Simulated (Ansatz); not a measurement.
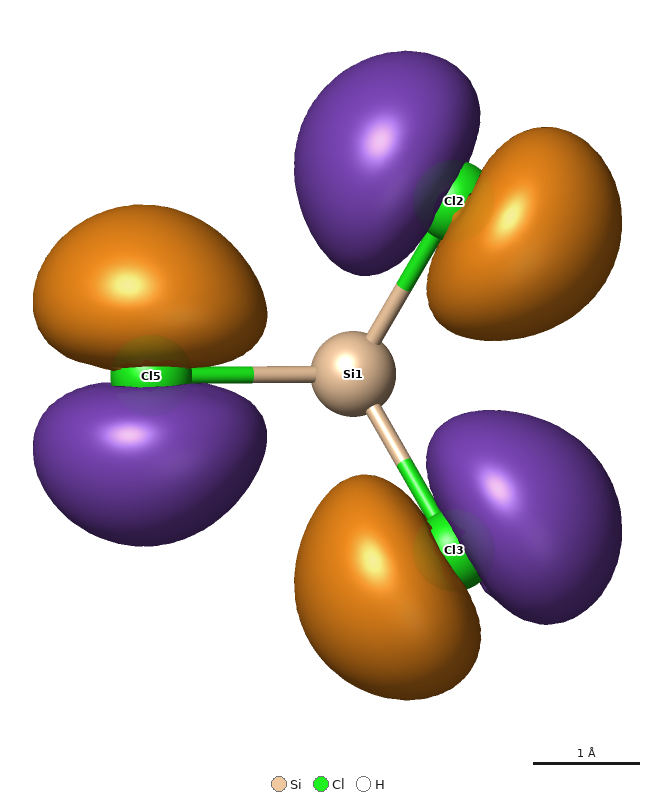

Cl₃HSi. The HOMO at ±0.08 Å⁻³ᐟ² (orange and purple are the two phases), seen across its widest extent.

The product side of a reaction path; geometry: PBE0-D4/def2-TZVP.

Level of theory: RKS PBE0-D4/def2-TZVPP (Ansatz).

```xyz
5

Si   -0.0582    0.0695   -0.0650
Cl    1.5986   -0.5547   -1.0573
Cl   -1.2082   -1.5343    0.4092
H    -0.8248    0.9852   -0.9207
Cl    0.4926    1.0342    1.6336
```

What is the character of this orbital?

Answer. It lies mainly on Cl2 (about 30 %), Cl3 (about 30 %) and Cl5 (about 30 %); largely a combination of lone pairs on Cl2, Cl3 and Cl5. Its energy is −9.39 eV.
